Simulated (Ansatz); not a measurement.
**Fields on a plane of Bi2Te3 (Bi2Te3 type, space group R-3m)**

```xyz
5
Lattice="2.1578 1.2458 9.8741 -2.1578 1.2458 9.8741 0.0000 -2.4916 9.8741" Properties=species:S:1:pos:R:3 pbc="T T T"
Bi     0.0000     0.0000    11.8703
Bi     0.0000     0.0000    17.7519
Te     0.0000     0.0000     0.0000
Te     0.0000     0.0000     6.1438
Te     0.0000     0.0000    23.4784
```

The slice is a (-1 1 0 4) plane (indices of the conventional cell) through the point (0.599, 0.599, 0.599) (fractional), spanned by u = [1 0 -1] and v = [1 -1 1] in vectors of this cell: u (4.32 Å) and v (11.06 Å, at 90° to u). It covers one period; positions are fractions (u, v).

Atoms on it: Bi at (0.00, 0.00). Other atoms lie within 1 Å of the plane.

The numbers are results of PBEsol-D3(BJ) (plane waves to 420 eV, PAW, scalar-relativistic; Ansatz, an electronic-structure program), not measurements. k mesh 9×9×9. Inside the PAW spheres the values are not all-electron values, and peaks at nuclei hang on which shells count as valence. Bi2Te3 was relaxed with its symmetry unable to fall. Spin-orbit coupling is left out, though Bi and Te are heavy. The PAW data are Ansatz's earlier set.

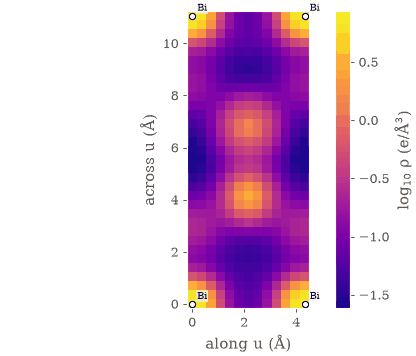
Log₁₀ of the valence density in e/Å³, one period of the plane, atoms marked. The scale is logarithmic, as a density can span decades between atoms and voids.

| v \ u | 0.00 | 0.08 | 0.17 | 0.25 | 0.33 | 0.42 | 0.50 | 0.58 | 0.67 | 0.75 | 0.83 | 0.92 |
|---|---|---|---|---|---|---|---|---|---|---|---|---|
| 0.94 | x | x | x | <0.0 | 4.8 | 6.5 | 7.0 | 6.5 | 4.8 | <0.0 | x | x |
| 0.84 | 5.2 | 5.6 | 6.3 | 7.1 | 7.6 | 7.8 | 7.8 | 7.8 | 7.6 | 7.1 | 6.3 | 5.6 |
| 0.75 | 4.7 | 5.2 | 6.3 | 7.0 | 7.2 | 7.0 | 6.9 | 7.0 | 7.2 | 7.0 | 6.3 | 5.2 |
| 0.66 | 7.4 | 7.3 | 6.5 | 3.8 | <0.0 | x | x | x | <0.0 | 3.8 | 6.5 | 7.3 |
| 0.56 | 8.0 | 7.8 | 6.9 | 4.4 | <0.0 | <0.0 | x | <0.0 | <0.0 | 4.4 | 6.9 | 7.8 |
| 0.47 | 7.7 | 7.5 | 6.8 | 5.3 | 3.0 | 0.4 | <0.0 | 0.4 | 3.0 | 5.3 | 6.8 | 7.5 |
| 0.38 | 6.7 | 6.3 | 4.6 | <0.0 | x | x | x | x | x | <0.0 | 4.6 | 6.3 |
| 0.28 | 2.9 | 3.6 | 4.7 | 4.6 | 2.7 | <0.0 | <0.0 | <0.0 | 2.7 | 4.6 | 4.7 | 3.6 |
| 0.19 | 5.6 | 5.9 | 6.7 | 7.3 | 7.6 | 7.6 | 7.6 | 7.6 | 7.6 | 7.3 | 6.7 | 5.9 |
| 0.09 | <0.0 | <0.0 | <0.0 | 3.8 | 6.2 | 7.2 | 7.4 | 7.2 | 6.2 | 3.8 | <0.0 | <0.0 |
| 0.00 | x | x | x | <0.0 | 2.9 | 6.2 | 6.9 | 6.2 | 2.9 | <0.0 | x | x |

Values: electrostatic potential energy of an electron, from the cell's mean, in eV. Points within 1 Å of a nucleus are blanked (x), as the pseudised field means little there. Values under 0 eV are set to 0. The zero, the cell's mean, hangs on the PAW cores.
